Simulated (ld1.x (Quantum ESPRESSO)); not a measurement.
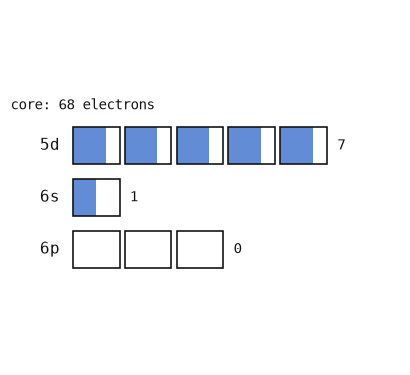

Fig. 1: The valence shells of the reference configuration: a box for each of the 2l + 1 orbitals, shaded by the share of the shell that is filled, with the electron count at the right.

# Pseudopotential generation: Ir (part 1 of 2)

- system: iridium (Ir, Z = 77), core [Xe] 4f14, reference valence 5d7 6s1 6p0 (an ion of charge +1), valence charge 9.
- method: ultrasoft potential, BLYP, scalar-relativistic, made with ld1.x (Quantum ESPRESSO) 7.5

### Log
```
     Program LD1 v.7.5
     --------------------------- All-electron run ----------------------------

     Ir
     scalar relativistic calculation

     atomic number is 77.00
     dft =BLYP   lsd =0 sic =0 latt =0  beta=0.20 tr2=1.0E-14
     Exchange-correlation= BLYP
                           (   1   3   1   3   0   0   0)
     mesh =1277 r(mesh) = 100.10249 a.u. xmin = -7.00 dx = 0.01250
     1 Ry =  13.60569312 eV, c = 137.03599908

     n l     nl                  e(Ry)          e(Ha)          e(eV)
     1 0     1S 1( 2.00)     -5597.2583     -2798.6292    -76154.5791
     2 0     2S 1( 2.00)      -979.6432      -489.8216    -13328.7249
     2 1     2P 1( 6.00)      -851.0597      -425.5299    -11579.2572
     3 0     3S 1( 2.00)      -229.5770      -114.7885     -3123.5548
     3 1     3P 1( 6.00)      -191.9890       -95.9945     -2612.1432
     4 0     4S 1( 2.00)       -49.4319       -24.7159      -672.5552
     4 1     4P 1( 6.00)       -37.1067       -18.5533      -504.8617
     3 2     3D 1(10.00)      -150.6422       -75.3211     -2049.5909
     5 0     5S 1( 2.00)        -7.8082        -3.9041      -106.2354
     5 1     5P 1( 6.00)        -4.6243        -2.3122       -62.9175
     4 2     4D 1(10.00)       -21.9809       -10.9904      -299.0652
     4 3     4F 1(14.00)        -5.1696        -2.5848       -70.3354
     5 2     5D 1( 7.00)        -1.1168        -0.5584       -15.1946
     6 0     6S 1( 1.00)        -0.9982        -0.4991       -13.5817
     6 1     6P 1( 0.00)        -0.5348        -0.2674        -7.2760

     final scf error:  6.5E-15 reached in  30 iterations

     Etot =  -35656.370563 Ry,  -17828.185281 Ha, -485129.635754 eV

     Ekin =   39653.807951 Ry,   19826.903976 Ha,  539517.542145 eV
     Encl =  -88441.342982 Ry,  -44220.671491 Ha,-1203305.772004 eV
     Eh   =   13824.760873 Ry,    6912.380436 Ha,  188095.453935 eV
     Exc  =    -693.596404 Ry,    -346.798202 Ha,   -9436.859830 eV

     normalization and overlap integrals

     s(1S/1S) =  1.000000  <r> =   0.0174  <r2> =    0.0004  r(max) =   0.0108
     s(2S/2S) =  1.000000  <r> =   0.0736  <r2> =    0.0064  r(max) =   0.0620
     s(2P/2P) =  1.000000  <r> =   0.0662  <r2> =    0.0054  r(max) =   0.0514
     s(3S/3S) =  1.000000  <r> =   0.1904  <r2> =    0.0415  r(max) =   0.1749
     s(3P/3P) =  1.000000  <r> =   0.1913  <r2> =    0.0424  r(max) =   0.1749
     s(4S/4S) =  1.000000  <r> =   0.4233  <r2> =    0.2022  r(max) =   0.3990
     s(4P/4P) =  1.000000  <r> =   0.4506  <r2> =    0.2308  r(max) =   0.4195
     s(3D/3D) =  1.000000  <r> =   0.1733  <r2> =    0.0352  r(max) =   0.1414
     s(5S/5S) =  1.000000  <r> =   0.9774  <r2> =    1.0724  r(max) =   0.8880
     s(5P/5P) =  1.000000  <r> =   1.1334  <r2> =    1.4544  r(max) =   1.0062
     s(4D/4D) =  1.000000  <r> =   0.4785  <r2> =    0.2648  r(max) =   0.4247
     s(4F/4F) =  1.000000  <r> =   0.5353  <r2> =    0.3512  r(max) =   0.3940
     s(5D/5D) =  1.000000  <r> =   1.6757  <r2> =    3.3356  r(max) =   1.2920
     s(6S/6S) =  1.000000  <r> =   2.7130  <r2> =    8.3257  r(max) =   2.3249
     s(6P/6P) =  1.000000  <r> =   3.6587  <r2> =   15.2358  r(max) =   3.0994

     ------------------------ End of All-electron run ------------------------

     --------------------- Generating US pseudopotential ---------------------

      Generating local potential from pseudized AE potential:
      Matching radius rcloc =   1.3000

      Local pseudo, rcloc= 1.292 Estimated cut-off energy=    14.87 Ry
      Wfc-us  6S rcutus= 2.130  Estimated cut-off energy=     9.38 Ry
      Wfc-us  6S rcutus= 2.130  Estimated cut-off energy=    16.09 Ry
      Wfc-us  6P rcutus= 2.735  Estimated cut-off energy=     9.73 Ry
      Wfc-us  6P rcutus= 2.735  Estimated cut-off energy=    11.56 Ry
      Wfc-us  5D rcutus= 1.618  Estimated cut-off energy=    43.50 Ry
      Wfc-us  5D rcutus= 1.618  Estimated cut-off energy=    46.35 Ry

     Q pseudized with Bessel functions
     Expected ecutrho=     229.3024 due to l1=  2   l2=  2

     ------------------- End of pseudopotential generation -------------------

     --------------------------- All-electron run ----------------------------

     Ir
     scalar relativistic calculation

     atomic number is 77.00
     dft =BLYP   lsd =0 sic =0 latt =0  beta=0.20 tr2=1.0E-14
     Exchange-correlation= BLYP
                           (   1   3   1   3   0   0   0)
     mesh =1277 r(mesh) = 100.10249 a.u. xmin = -7.00 dx = 0.01250
     1 Ry =  13.60569312 eV, c = 137.03599908

     n l     nl                  e(Ry)          e(Ha)          e(eV)
     1 0     1S 1( 2.00)     -5597.2583     -2798.6292    -76154.5791
     2 0     2S 1( 2.00)      -979.6432      -489.8216    -13328.7249
     2 1     2P 1( 6.00)      -851.0597      -425.5299    -11579.2572
     3 0     3S 1( 2.00)      -229.5770      -114.7885     -3123.5548
     3 1     3P 1( 6.00)      -191.9890       -95.9945     -2612.1432
     4 0     4S 1( 2.00)       -49.4319       -24.7159      -672.5552
     4 1     4P 1( 6.00)       -37.1067       -18.5533      -504.8617
     3 2     3D 1(10.00)      -150.6422       -75.3211     -2049.5909
     5 0     5S 1( 2.00)        -7.8082        -3.9041      -106.2354
     5 1     5P 1( 6.00)        -4.6243        -2.3122       -62.9175
     4 2     4D 1(10.00)       -21.9809       -10.9904      -299.0652
     4 3     4F 1(14.00)        -5.1696        -2.5848       -70.3354
     5 2     5D 1( 7.00)        -1.1168        -0.5584       -15.1946
     6 0     6S 1( 1.00)        -0.9982        -0.4991       -13.5817
     6 1     6P 1( 0.00)        -0.5348        -0.2674        -7.2760

     final scf error:  6.5E-15 reached in  30 iterations

     Etot =  -35656.370563 Ry,  -17828.185281 Ha, -485129.635754 eV

     Ekin =   39653.807951 Ry,   19826.903976 Ha,  539517.542145 eV
     Encl =  -88441.342982 Ry,  -44220.671491 Ha,-1203305.772004 eV
     Eh   =   13824.760873 Ry,    6912.380436 Ha,  188095.453935 eV
     Exc  =    -693.596404 Ry,    -346.798202 Ha,   -9436.859830 eV

     normalization and overlap integrals

     s(1S/1S) =  1.000000  <r> =   0.0174  <r2> =    0.0004  r(max) =   0.0108
     s(2S/2S) =  1.000000  <r> =   0.0736  <r2> =    0.0064  r(max) =   0.0620
     s(2P/2P) =  1.000000  <r> =   0.0662  <r2> =    0.0054  r(max) =   0.0514
     s(3S/3S) =  1.000000  <r> =   0.1904  <r2> =    0.0415  r(max) =   0.1749
     s(3P/3P) =  1.000000  <r> =   0.1913  <r2> =    0.0424  r(max) =   0.1749
     s(4S/4S) =  1.000000  <r> =   0.4233  <r2> =    0.2022  r(max) =   0.3990
     s(4P/4P) =  1.000000  <r> =   0.4506  <r2> =    0.2308  r(max) =   0.4195
     s(3D/3D) =  1.000000  <r> =   0.1733  <r2> =    0.0352  r(max) =   0.1414
     s(5S/5S) =  1.000000  <r> =   0.9774  <r2> =    1.0724  r(max) =   0.8880
     s(5P/5P) =  1.000000  <r> =   1.1334  <r2> =    1.4544  r(max) =   1.0062
     s(4D/4D) =  1.000000  <r> =   0.4785  <r2> =    0.2648  r(max) =   0.4247
     s(4F/4F) =  1.000000  <r> =   0.5353  <r2> =    0.3512  r(max) =   0.3940
     s(5D/5D) =  1.000000  <r> =   1.6757  <r2> =    3.3356  r(max) =   1.2920
     s(6S/6S) =  1.000000  <r> =   2.7130  <r2> =    8.3257  r(max) =   2.3249
     s(6P/6P) =  1.000000  <r> =   3.6587  <r2> =   15.2358  r(max) =   3.0994

     ------------------------ End of All-electron run ------------------------

     Computing logarithmic derivative in   3.00406
     Computing logarithmic derivative in   3.00406
     Computing the partial wave expansion
     R is outside the sphere for l=    0 j= 0.00
     R is outside the sphere for l=    0 j= 0.00
     R is outside the sphere for l=    1 j= 0.00
     R is outside the sphere for l=    1 j= 0.00
     R is outside the sphere for l=    2 j= 0.00
     R is outside the sphere for l=    2 j= 0.00

     ---------------------- Testing the pseudopotential ----------------------

     Ir
     scalar relativistic calculation

     atomic number is 77.00   valence charge is  9.00
     dft =BLYP   lsd =0 sic =0 latt =0  beta=0.20 tr2=1.0E-14
     mesh =1277 r(mesh) = 100.10249 xmin = -7.00 dx = 0.01250

     n l     nl             e AE (Ry)        e PS (Ry)    De AE-PS (Ry)
     3 2     5D   1( 7.00)       -1.11678       -1.11679        0.00000
     1 0     6S   1( 1.00)       -0.99823       -0.99824        0.00000
     2 1     6P   1( 0.00)       -0.53478       -0.53478        0.00000

     eps = 5.7E-16  iter =  6

     Etot =  -35656.370563 Ry,  -17828.185281 Ha, -485129.635754 eV
     Etotps =   -39.231497 Ry,     -19.615748 Ha,    -533.771706 eV

     Ekin =      32.853718 Ry,      16.426859 Ha,     446.997599 eV
     Encl =    -103.838913 Ry,     -51.919457 Ha,   -1412.800387 eV
     Ehrt =      32.300862 Ry,      16.150431 Ha,     439.475618 eV
     Ecxc =      -6.442435 Ry,      -3.221217 Ha,     -87.653787 eV
     Epseu=       5.895271 Ry,       2.947636 Ha,      80.209251 eV

     ---------------------- End of pseudopotential test ----------------------
```

### Output of the test run (extracts)
```
     ---------------------- Testing the pseudopotential ----------------------

     Ir
     scalar relativistic calculation

     atomic number is 77.00   valence charge is  9.00
     dft =BLYP   lsd =0 sic =0 latt =0  beta=0.20 tr2=1.0E-14
     mesh =1277 r(mesh) = 100.10249 xmin = -7.00 dx = 0.01250

     n l     nl             e AE (Ry)        e PS (Ry)    De AE-PS (Ry)
     3 2     5D   1( 7.00)       -1.11678       -1.11679        0.00000
     1 0     6S   1( 1.00)       -0.99823       -0.99824        0.00000
     2 1     6P   1( 0.00)       -0.53478       -0.53478        0.00000

     eps = 4.4E-15  iter =  6

     Etot =  -35656.370563 Ry,  -17828.185281 Ha, -485129.635753 eV
     Etotps =   -39.231497 Ry,     -19.615748 Ha,    -533.771708 eV

     Ekin =      32.853717 Ry,      16.426859 Ha,     446.997597 eV
     Encl =    -103.838913 Ry,     -51.919457 Ha,   -1412.800387 eV
     Ehrt =      32.300862 Ry,      16.150431 Ha,     439.475618 eV
     Ecxc =      -6.442435 Ry,      -3.221217 Ha,     -87.653787 eV
     Epseu=       5.895271 Ry,       2.947636 Ha,      80.209251 eV

     ---------------------- End of pseudopotential test ----------------------

     ---------------------- Testing the pseudopotential ----------------------

     Ir
     scalar relativistic calculation

     atomic number is 77.00   valence charge is  9.00
     dft =BLYP   lsd =0 sic =0 latt =0  beta=0.20 tr2=1.0E-14
     mesh =1277 r(mesh) = 100.10249 xmin = -7.00 dx = 0.01250

     n l     nl             e AE (Ry)        e PS (Ry)    De AE-PS (Ry)
     3 2     5D   1( 7.00)       -0.51420       -0.65966        0.14546  !
     1 0     6S   1( 2.00)       -0.46006       -0.59725        0.13718  !
     2 1     6P   1( 0.00)       -0.08885       -0.11551        0.02666  !

     eps = 6.5E-02  iter =201

     Etot =  -35657.094345 Ry,  -17828.547173 Ha, -485139.483317 eV
     Etotps =   -41.571535 Ry,     -20.785768 Ha,    -565.609554 eV
     dEtot_ae =      -0.723783 Ry
     dEtot_ps =      -2.340039 Ry,   Delta E=       1.616256 Ry

     Ekin =      30.760642 Ry,      15.380321 Ha,     418.519859 eV
     Encl =    -110.481641 Ry,     -55.240821 Ha,   -1503.179307 eV
     Ehrt =      37.791019 Ry,      18.895510 Ha,     514.173008 eV
     Ecxc =      -6.908687 Ry,      -3.454343 Ha,     -93.997469 eV
     Epseu=       7.267131 Ry,       3.633566 Ha,      98.874356 eV

     ---------------------- End of pseudopotential test ----------------------

     ---------------------- Testing the pseudopotential ----------------------

     Ir
     scalar relativistic calculation

     atomic number is 77.00   valence charge is  9.00
     dft =BLYP   lsd =0 sic =0 latt =0  beta=0.20 tr2=1.0E-14
     mesh =1277 r(mesh) = 100.10249 xmin = -7.00 dx = 0.01250

     n l     nl             e AE (Ry)        e PS (Ry)    De AE-PS (Ry)
     3 2     5D   1( 7.00)       -1.78753       -1.78582       -0.00171
     1 0     6S   1( 0.00)       -1.58924       -1.57625       -0.01299  !
     2 1     6P   1( 0.00)       -1.04813       -1.04144       -0.00669  !

     eps = 4.6E-15  iter = 14

     Etot =  -35655.081108 Ry,  -17827.540554 Ha, -485112.091828 eV
     Etotps =   -37.947566 Ry,     -18.973783 Ha,    -516.302940 eV
     dEtot_ae =       1.289455 Ry
     dEtot_ps =       1.283931 Ry,   Delta E=       0.005524 Ry

     Ekin =      33.663562 Ry,      16.831781 Ha,     458.016088 eV
     Encl =     -97.020955 Ry,     -48.510478 Ha,   -1320.037345 eV
     Ehrt =      27.199459 Ry,      13.599730 Ha,     370.067495 eV
     Ecxc =      -6.017147 Ry,      -3.008574 Ha,     -81.867459 eV
     Epseu=       4.227516 Ry,       2.113758 Ha,      57.518280 eV

     ---------------------- End of pseudopotential test ----------------------

     ---------------------- Testing the pseudopotential ----------------------

     Ir
     scalar relativistic calculation

     atomic number is 77.00   valence charge is  9.00
     dft =BLYP   lsd =0 sic =0 latt =0  beta=0.20 tr2=1.0E-14
     mesh =1277 r(mesh) = 100.10249 xmin = -7.00 dx = 0.01250

     n l     nl             e AE (Ry)        e PS (Ry)    De AE-PS (Ry)
     3 2     5D   1( 6.00)       -2.70325       -2.70581        0.00255
     1 0     6S   1( 0.00)       -2.32292       -2.30687       -0.01606  !
     2 1     6P   1( 0.00)       -1.68218       -1.67428       -0.00791  !

     eps = 5.7E-15  iter = 21

     Etot =  -35652.843526 Ry,  -17826.421763 Ha, -485081.647972 eV
     Etotps =   -35.709441 Ry,     -17.854720 Ha,    -485.851696 eV
     dEtot_ae =       3.527037 Ry
     dEtot_ps =       3.522056 Ry,   Delta E=       0.004981 Ry

     Ekin =      31.155327 Ry,      15.577664 Ha,     423.889820 eV
     Encl =     -86.713157 Ry,     -43.356578 Ha,   -1179.792602 eV
     Ehrt =      20.980819 Ry,      10.490410 Ha,     285.458586 eV
     Ecxc =      -5.186468 Ry,      -2.593234 Ha,     -70.565494 eV
     Epseu=       4.054038 Ry,       2.027019 Ha,      55.157994 eV

     ---------------------- End of pseudopotential test ----------------------

     ---------------------- Testing the pseudopotential ----------------------

     Ir
     scalar relativistic calculation

     atomic number is 77.00   valence charge is  9.00
     dft =BLYP   lsd =0 sic =0 latt =0  beta=0.20 tr2=1.0E-14
     mesh =1277 r(mesh) = 100.10249 xmin = -7.00 dx = 0.01250

     n l     nl             e AE (Ry)        e PS (Ry)    De AE-PS (Ry)
     3 2     5D   1( 7.00)       -0.80580       -0.80492       -0.00088
     1 0     6S   1( 1.50)       -0.72150       -0.72506        0.00356
     2 1     6P   1( 0.00)       -0.30094       -0.30190        0.00097

     eps = 8.5E-15  iter = 20

     Etot =  -35656.799769 Ry,  -17828.399885 Ha, -485135.475411 eV
     Etotps =   -39.661817 Ry,     -19.830908 Ha,    -539.626506 eV
     dEtot_ae =      -0.429207 Ry
     dEtot_ps =      -0.430320 Ry,   Delta E=       0.001113 Ry

     Ekin =      32.453750 Ry,      16.226875 Ha,     441.555767 eV
     Encl =    -106.916821 Ry,     -53.458410 Ha,   -1454.677452 eV
     Ehrt =      34.891055 Ry,      17.445528 Ha,     474.716990 eV
     Ecxc =      -6.652345 Ry,      -3.326172 Ha,     -90.509762 eV
     Epseu=       6.562543 Ry,       3.281272 Ha,      89.287951 eV

     ---------------------- End of pseudopotential test ----------------------
```

(Continued in part 2.) Outcome of the run: generated, with a ghost state.
